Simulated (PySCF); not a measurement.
# Geometry relaxation of C2H5Al (charge +1) (part 3 of 3)

C2H5Al, charge +1, multiplicity 2; HF/6-31G*, UHF (PySCF 2.14.0). The atoms were displaced at random from an optimised geometry. The geometry is that of the parent species in another charge or spin state.

Geometry of the input (Å):
```
C  -1.0726  0.8561  -0.3344
C  0.1585  0.6441  0.1602
Al 0.9260  -1.1463  0.2704
H  -1.6391  0.0052  -0.7103
H  -1.5143  1.7683  -0.4434
H  0.7279  1.5631  0.4489
H  2.4029  -1.4311  0.8418
H  0.0046  -2.3450  -0.2361
```

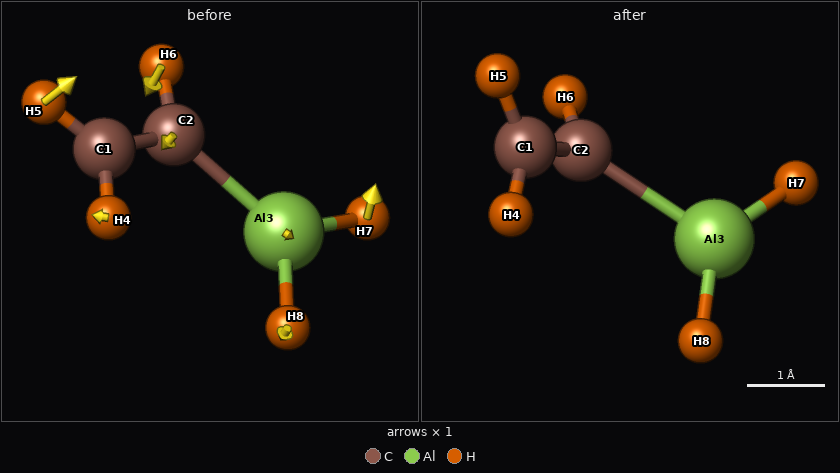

Figure 1. Before (left) and after (right) the relaxation, at one scale (ball-and-stick view, seen at a tilt). The yellow arrows give the displacements, at true length. The energy falls by 66.3 kJ/mol in 19 geometry steps. The largest force component goes from 3.6 to 0.00018 eV/Å. H5 moves most after the best rigid fit: 0.62 Å. By element the largest moves are H 0.62 Å, C 0.30 Å, Al 0.17 Å. Distances before and after: C2–Al3 1.951 → 2.109 Å, C1–H5 1.019 → 1.080 Å, Al3–H7 1.609 → 1.555 Å, C2–H6 1.119 → 1.082 Å. Among the angles that change: H7–Al3–H8 120.7° → 139.5°, C2–Al3–H7 122.9° → 110.9°, C2–Al3–H8 116.4° → 109.6°. (Atoms are counted from 1 in the order of the input.)

```
Step   19 : Displace = 6.078e-05/8.519e-05 (rms/max) Trust = 3.000e-01 (=) Grad = 2.534e-06/4.771e-06 (rms/max) E (change) = -320.2075398372 (-1.633e-09) Quality = 1.135
Hessian Eigenvalues: 1.15632e-03 1.20481e-02 2.59848e-02 ... 4.31528e-01 4.58245e-01 6.07448e-01
Converged! =D

converged: True
C          -1.11069086        0.85474261       -0.29599134
C           0.22576251        0.62074584       -0.12935658
Al          0.97638140       -1.30128418        0.30693836
H          -1.74425337        0.17340994       -0.83971118
H          -1.58724571        1.70658515        0.16542029
H           0.91347813        1.45221451       -0.04432203
H           2.16488888       -1.21937343        1.30567582
H           0.15571308       -2.37257506       -0.47144212

WARN: HOMO -0.20340394865707 >= LUMO -0.20340394865707

converged SCF energy = -320.20753983721  <S^2> = 0.79831183  2S+1 = 2.047742
E = -320.2075398372 Eh
frequencies (1/cm) [ 104.4  204.2  343.9  477.   569.5  612.7  755.6  925.3 1043.4 1103.9
 1239.9 1392.3 1630.6 2128.2 2176.2 3305.9 3311.9 3415.3]
temperature 298.1500 [K]
pressure 101325.00 [Pa]
Rotational constants [GHz] 35.24142 4.70765 4.26610
Symmetry number 1
Zero-point energy (ZPE) 0.05636 [Eh]   147978.694 [J/mol]
                           tot       elec      trans        rot        vib
Entropy [J/mol/K]       300.782      5.763    158.958     98.882     37.179
Cv [J/mol/K]             70.640      0.000     12.472     12.472     45.697
Cp [J/mol/K]             78.955      0.000     20.786     12.472     45.697
Internal energy [J/mol]                      3718.434   3718.434 154393.402
Internal energy [Eh]   -320.14590  -320.20754
Enthalpy [J/mol]                             6197.391   3718.434 154393.402
Enthalpy [Eh]          -320.14496
Gibbs free energy [J/mol]                  -41196.072 -25763.227 143308.543
Gibbs free energy [Eh] -320.17911
```

Trajectory as extended XYZ (Å, eV, eV/Å), 20 frames, from step=0 to step=19:
```
8
Properties=species:S:1:pos:R:3:forces:R:3 step=0 energy=-8712.60377
C    -1.0726    0.8561   -0.3344   -2.7990  -2.2757  -1.7204
C     0.1585    0.6441    0.1602    3.6175   2.1020   1.6404
Al    0.9260   -1.1463    0.2704    1.5733  -2.8128   0.4616
H    -1.6391    0.0052   -0.7103    0.0151   0.4120   0.1498
H    -1.5143    1.7683   -0.4434   -1.1086   2.4725  -0.0473
H     0.7279    1.5631    0.4489   -0.6113  -1.0598  -0.2926
H     2.4029   -1.4311    0.8418   -0.6178   0.5324  -0.2091
H     0.0046   -2.3450   -0.2361   -0.0692   0.6293   0.0176
8
Properties=species:S:1:pos:R:3:forces:R:3 step=1 energy=-8712.98655
C    -1.1199    0.8805   -0.3564   -0.6317  -0.4339  -0.5353
C     0.1563    0.5966    0.1488    0.3573   1.1281   0.1582
Al    0.9807   -1.2254    0.2857    0.8346  -1.6745   0.2552
H    -1.7718    0.1129   -0.7517    0.2333  -0.0351   0.1744
H    -1.5080    1.8678   -0.4241   -0.1106   0.6074   0.1504
H     0.7240    1.4858    0.4367   -0.2316  -0.3683  -0.0759
H     2.4462   -1.3743    0.8715   -0.3635   0.3626  -0.1202
H     0.0865   -2.4293   -0.2133   -0.0877   0.4137  -0.0068
8
Properties=species:S:1:pos:R:3:forces:R:3 step=2 energy=-8713.06917
C    -1.1145    0.9060   -0.3705    0.2618  -0.3549   0.1587
C     0.1773    0.6065    0.1335   -0.4776   0.2764  -0.1981
Al    0.9680   -1.3041    0.2781    0.2834  -0.2165   0.1234
H    -1.6967    0.0727   -0.7193   -0.3424   0.2413  -0.1917
H    -1.5418    1.9001   -0.4029    0.1266  -0.2178   0.0465
H     0.7471    1.4664    0.4370    0.1846   0.1452   0.0534
H     2.3958   -1.2734    0.8772    0.1407   0.0185   0.0675
H     0.0588   -2.4597   -0.2358   -0.1770   0.1077  -0.0598
8
Properties=species:S:1:pos:R:3:forces:R:3 step=3 energy=-8713.10165
C    -1.1265    0.8810   -0.3804    0.1567   0.5465   0.1731
C     0.1669    0.5861    0.1136   -0.3063  -0.4599  -0.1400
Al    1.0098   -1.3299    0.2959   -0.0095   0.1344   0.0541
H    -1.7975    0.1430   -0.7793    0.1577  -0.1862  -0.0677
H    -1.4929    1.8961   -0.3507   -0.1039  -0.1211   0.0371
H     0.7302    1.4523    0.4189    0.0818   0.1216  -0.0654
H     2.4331   -1.2599    0.8997    0.1430  -0.0069   0.0636
H     0.0709   -2.4543   -0.2204   -0.1195  -0.0283  -0.0547
8
Properties=species:S:1:pos:R:3:forces:R:3 step=4 energy=-8713.12314
C    -1.1318    0.8937   -0.3816    0.1588  -0.1189   0.0569
C     0.1579    0.5800    0.1033   -0.1016   0.1623   0.0224
Al    1.0251   -1.3228    0.3077   -0.0848  -0.0462   0.0606
H    -1.7657    0.1422   -0.8190    0.0641  -0.0015  -0.1071
H    -1.5307    1.8923   -0.3152   -0.0536  -0.0433   0.1289
H     0.7272    1.4516    0.3984    0.0853  -0.0249  -0.1208
H     2.4641   -1.2967    0.9088   -0.0614   0.0644  -0.0234
H     0.0480   -2.4258   -0.2053   -0.0067   0.0080  -0.0175
8
Properties=species:S:1:pos:R:3:forces:R:3 step=5 energy=-8713.18211
C    -1.1171    0.8827   -0.3792    0.7075  -0.8533   0.0148
C     0.1790    0.6068    0.0895   -0.3788   0.8569  -0.0719
Al    1.0149   -1.3047    0.3349   -0.0850  -0.2327   0.0976
H    -1.6235    0.1267   -0.9595   -0.0960   0.2217  -0.0761
H    -1.6487    1.7928   -0.1733   -0.0054   0.0937   0.2251
H     0.7704    1.4875    0.3394   -0.0298  -0.2478  -0.1256
H     2.4793   -1.3408    0.9136   -0.3113   0.0931  -0.1160
H    -0.0602   -2.3367   -0.1682    0.1989   0.0684   0.0522
8
Properties=species:S:1:pos:R:3:forces:R:3 step=6 energy=-8712.95666
C    -1.0870    0.8471   -0.3592    0.6040  -1.0326  -0.5600
C     0.2107    0.6364    0.0192    0.4496   1.1830  -0.2840
Al    0.9880   -1.2844    0.4013   -0.1942  -0.1933  -0.3605
H    -1.3846    0.3344   -1.2668   -0.5342  -0.1601   0.3933
H    -1.8282    1.4048    0.1738    0.0185   0.6406   0.0388
H     0.8464    1.5193    0.1686   -0.2992  -0.4280   0.6574
H     2.4735   -1.3653    0.9480   -0.5146   0.0918  -0.1088
H    -0.2247   -2.1779   -0.0876    0.4701  -0.1015   0.2237
8
Properties=species:S:1:pos:R:3:forces:R:3 step=7 energy=-8713.19578
C    -1.0939    0.8615   -0.3711    0.7309  -0.9588  -0.1904
C     0.2021    0.6285    0.0523   -0.2079   1.0042  -0.2235
Al    0.9910   -1.2944    0.3671   -0.1000  -0.2169  -0.0851
H    -1.4907    0.1945   -1.1242   -0.2909   0.1324   0.1644
H    -1.7445    1.6192    0.0202    0.0453   0.2877   0.0919
H     0.8178    1.5087    0.2518   -0.1301  -0.3208   0.2143
H     2.4621   -1.3411    0.9291   -0.3508   0.0645  -0.0891
H    -0.1500   -2.2624   -0.1280    0.3034   0.0076   0.1174
8
Properties=species:S:1:pos:R:3:forces:R:3 step=8 energy=-8713.25470
C    -1.0827    0.8547   -0.3706    0.2655  -0.4353  -0.1496
C     0.2146    0.6343    0.0448   -0.2541   0.4906  -0.0947
Al    0.9686   -1.3008    0.3385    0.0097  -0.1042   0.0485
H    -1.5482    0.1502   -1.0431   -0.1104   0.1410   0.0213
H    -1.6843    1.6783   -0.0267    0.0260   0.0694   0.1327
H     0.8219    1.5023    0.2821    0.0244  -0.1604   0.0147
H     2.4076   -1.2811    0.9373   -0.0758  -0.0244  -0.0066
H    -0.1035   -2.3236   -0.1651    0.1147   0.0233   0.0336
8
Properties=species:S:1:pos:R:3:forces:R:3 step=9 energy=-8713.27361
C    -1.0826    0.8525   -0.3763   -0.0045  -0.1370  -0.0394
C     0.2172    0.6339    0.0031   -0.1025   0.1616  -0.0476
Al    0.9698   -1.3057    0.3328   -0.0025   0.0103   0.0292
H    -1.5901    0.1825   -1.0513   -0.0148   0.0435  -0.0151
H    -1.6630    1.6654    0.0305    0.0096   0.0226   0.0596
H     0.8317    1.4876    0.2566    0.0822  -0.0415  -0.0011
H     2.3828   -1.2557    0.9766    0.0069  -0.0226   0.0229
H    -0.0718   -2.3461   -0.1748    0.0257  -0.0370  -0.0085
8
Properties=species:S:1:pos:R:3:forces:R:3 step=10 energy=-8713.28035
C    -1.0860    0.8508   -0.3749   -0.0741   0.0728   0.0352
C     0.2201    0.6382   -0.0368    0.0144  -0.0230  -0.0268
Al    0.9663   -1.3056    0.3288    0.0036   0.0240  -0.0015
H    -1.6174    0.2121   -1.0607    0.0204  -0.0231   0.0006
H    -1.6523    1.6445    0.0902   -0.0042  -0.0080  -0.0093
H     0.8527    1.4770    0.2217    0.0259  -0.0173  -0.0071
H     2.3554   -1.2337    1.0214    0.0016  -0.0126   0.0204
H    -0.0449   -2.3688   -0.1925    0.0123  -0.0127  -0.0115
8
Properties=species:S:1:pos:R:3:forces:R:3 step=11 energy=-8713.28203
C    -1.0910    0.8552   -0.3717   -0.0387   0.0510   0.0635
C     0.2187    0.6371   -0.0519    0.0184  -0.0530  -0.0064
Al    0.9673   -1.3055    0.3262   -0.0027   0.0202  -0.0083
H    -1.6341    0.2176   -1.0491    0.0154  -0.0167  -0.0083
H    -1.6472    1.6490    0.1051   -0.0070  -0.0033  -0.0229
H     0.8621    1.4688    0.2015    0.0137   0.0091  -0.0190
H     2.3414   -1.2281    1.0477    0.0019   0.0005   0.0188
H    -0.0232   -2.3797   -0.2107   -0.0010  -0.0078  -0.0173
8
Properties=species:S:1:pos:R:3:forces:R:3 step=12 energy=-8713.28452
C    -1.1002    0.8609   -0.3571    0.0232   0.0306   0.0302
C     0.2168    0.6333   -0.0766    0.0171  -0.0748   0.0339
Al    0.9679   -1.3055    0.3202   -0.0014  -0.0016  -0.0062
H    -1.6638    0.2213   -1.0158   -0.0027  -0.0086   0.0018
H    -1.6366    1.6637    0.1272   -0.0058  -0.0070  -0.0166
H     0.8815    1.4551    0.1529   -0.0142   0.0351  -0.0328
H     2.3069   -1.2162    1.1048   -0.0053   0.0124   0.0103
H     0.0214   -2.3982   -0.2583   -0.0108   0.0140  -0.0206
8
Properties=species:S:1:pos:R:3:forces:R:3 step=13 energy=-8713.28674
C    -1.1064    0.8644   -0.3396    0.0333  -0.0285   0.0065
C     0.2170    0.6294   -0.0982    0.0332  -0.0493   0.0561
Al    0.9688   -1.3043    0.3146    0.0023  -0.0192  -0.0002
H    -1.6916    0.2133   -0.9678   -0.0151   0.0112   0.0015
H    -1.6244    1.6787    0.1448    0.0036   0.0044  -0.0102
H     0.8988    1.4473    0.0945   -0.0315   0.0390  -0.0368
H     2.2648   -1.2102    1.1687   -0.0107   0.0179   0.0027
H     0.0670   -2.4042   -0.3199   -0.0151   0.0246  -0.0196
8
Properties=species:S:1:pos:R:3:forces:R:3 step=14 energy=-8713.28942
C    -1.1127    0.8638   -0.3103    0.0386  -0.0430  -0.0371
C     0.2192    0.6230   -0.1239    0.0261  -0.0291   0.0583
Al    0.9721   -1.3027    0.3078    0.0035  -0.0246   0.0070
H    -1.7295    0.1954   -0.8887   -0.0195   0.0166   0.0095
H    -1.6027    1.7013    0.1628    0.0113   0.0039   0.0067
H     0.9157    1.4414    0.0042   -0.0357   0.0361  -0.0270
H     2.1979   -1.2088    1.2607   -0.0110   0.0159  -0.0049
H     0.1340   -2.3989   -0.4153   -0.0133   0.0243  -0.0125
8
Properties=species:S:1:pos:R:3:forces:R:3 step=15 energy=-8713.29074
C    -1.1130    0.8602   -0.2955    0.0036  -0.0457  -0.0206
C     0.2225    0.6193   -0.1330    0.0237   0.0054   0.0265
Al    0.9750   -1.3021    0.3059    0.0034  -0.0139   0.0041
H    -1.7469    0.1798   -0.8404   -0.0106   0.0155   0.0015
H    -1.5888    1.7112    0.1677    0.0108   0.0087   0.0052
H     0.9181    1.4441   -0.0452   -0.0193   0.0109  -0.0102
H     2.1614   -1.2136    1.3074   -0.0067   0.0056  -0.0048
H     0.1657   -2.3845   -0.4696   -0.0049   0.0135  -0.0017
8
Properties=species:S:1:pos:R:3:forces:R:3 step=16 energy=-8713.29102
C    -1.1119    0.8560   -0.2936    0.0025  -0.0054  -0.0113
C     0.2247    0.6192   -0.1309    0.0007   0.0019   0.0043
Al    0.9770   -1.3018    0.3064   -0.0005  -0.0010   0.0024
H    -1.7481    0.1743   -0.8338   -0.0009   0.0008   0.0023
H    -1.5858    1.7107    0.1653    0.0030  -0.0002   0.0051
H     0.9145    1.4494   -0.0506   -0.0029   0.0023  -0.0009
H     2.1601   -1.2185    1.3116   -0.0007   0.0007  -0.0012
H     0.1636   -2.3748   -0.4772   -0.0013   0.0009  -0.0007
8
Properties=species:S:1:pos:R:3:forces:R:3 step=17 energy=-8713.29104
C    -1.1108    0.8550   -0.2956   -0.0041  -0.0027   0.0017
C     0.2256    0.6204   -0.1296    0.0027   0.0031  -0.0014
Al    0.9765   -1.3013    0.3069    0.0002  -0.0010   0.0000
H    -1.7451    0.1733   -0.8380    0.0005   0.0006  -0.0008
H    -1.5868    1.7073    0.1655    0.0010   0.0008  -0.0005
H     0.9136    1.4518   -0.0461   -0.0002  -0.0011   0.0006
H     2.1636   -1.2193    1.3073   -0.0001  -0.0001   0.0000
H     0.1574   -2.3727   -0.4732    0.0001   0.0004   0.0005
8
Properties=species:S:1:pos:R:3:forces:R:3 step=18 energy=-8713.29105
C    -1.1107    0.8547   -0.2960    0.0000   0.0011   0.0003
C     0.2258    0.6207   -0.1293   -0.0005  -0.0003  -0.0005
Al    0.9764   -1.3013    0.3069    0.0001  -0.0001   0.0002
H    -1.7443    0.1734   -0.8397    0.0002  -0.0003   0.0001
H    -1.5872    1.7066    0.1654    0.0001  -0.0004  -0.0001
H     0.9135    1.4522   -0.0444    0.0000   0.0001   0.0002
H     2.1649   -1.2194    1.3057    0.0001   0.0001   0.0000
H     0.1558   -2.3725   -0.4715   -0.0001  -0.0001  -0.0001
8
Properties=species:S:1:pos:R:3:forces:R:3 step=19 energy=-8713.29105
C    -1.1107    0.8547   -0.2960    0.0000   0.0002   0.0002
C     0.2258    0.6207   -0.1294   -0.0001   0.0000  -0.0001
Al    0.9764   -1.3013    0.3069    0.0000  -0.0001   0.0000
H    -1.7443    0.1734   -0.8397    0.0000   0.0000   0.0000
H    -1.5872    1.7066    0.1654    0.0000  -0.0001  -0.0001
H     0.9135    1.4522   -0.0443    0.0000   0.0000   0.0000
H     2.1649   -1.2194    1.3057    0.0000   0.0000   0.0000
H     0.1557   -2.3726   -0.4714    0.0000   0.0000   0.0000
```

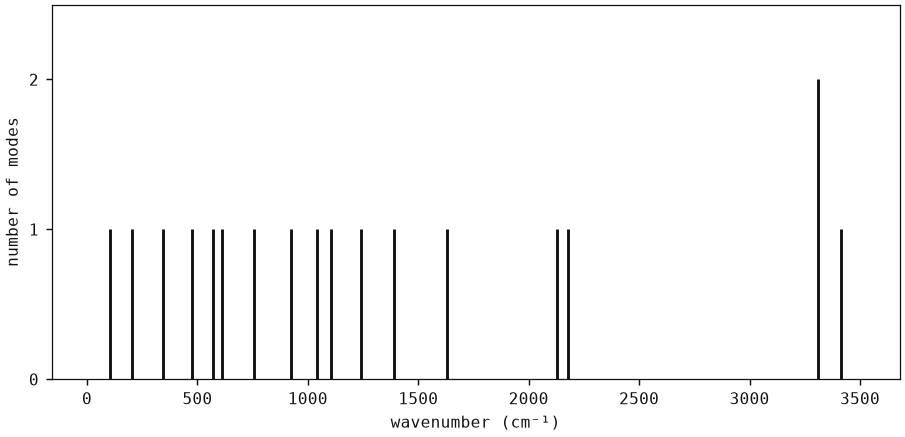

Figure 2. Harmonic vibrational wavenumbers from the force constants; neighbouring modes closer than 15 cm⁻¹ are counted in one stick. 18 modes from 104 to 3415 cm⁻¹, none imaginary.

Summary:

```csv
quantity,value
outcome,converged
total energy,−320.207540 hartree
basis functions,56
⟨S²⟩,0.798
zero-point energy,0.056362 hartree
"wavenumbers, lowest and highest",104 and 3415 cm⁻¹
hardware,"1 thread of Arm Neoverse V2, 24 GiB of memory available, shared host"
wall time,60 s
peak memory,0.15 GiB
```

Remarks:

Further notes kept with the run: dipole of an ion depends on the origin.
